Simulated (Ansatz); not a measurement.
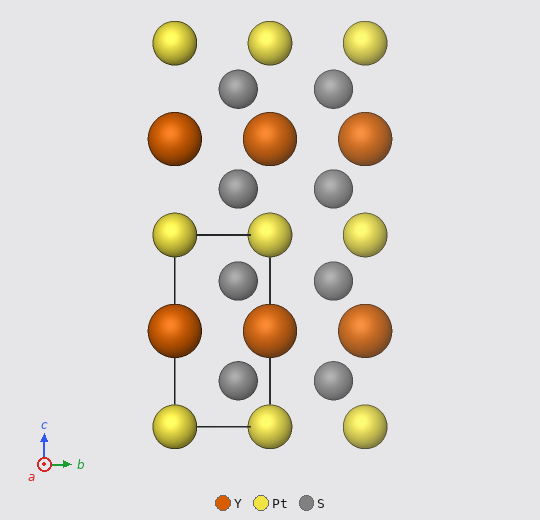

The picture looks along a close-packed row of the hexagonal mesh; c points upwards. Every atom sits on one of the three columns of the mesh; call them A, B, C in the order in which they first turn up. The sequence starts with the first layer at or above the cell's origin.

YPtS₂: the geometry relaxed with Ansatz 0.2.0, DFT PBE, scalar-relativistic, plane waves, PAW; the starting structure was generated, so it need not be a known form of this composition.

List the layers of one repeat.

Answer. Pt(A) – S(B) – Y(A) – S(B) (four layers in 6.50 Å).

How are the S layers alone stacked?

Answer. S layers alone: BB, a sequence in which some neighbouring layers lie directly above each other.

Which positions between or in the S layers do the other atoms fill?

Answer. Y: one trigonal-prismatic site; Pt: one trigonal-prismatic site (per hexagonal cell).
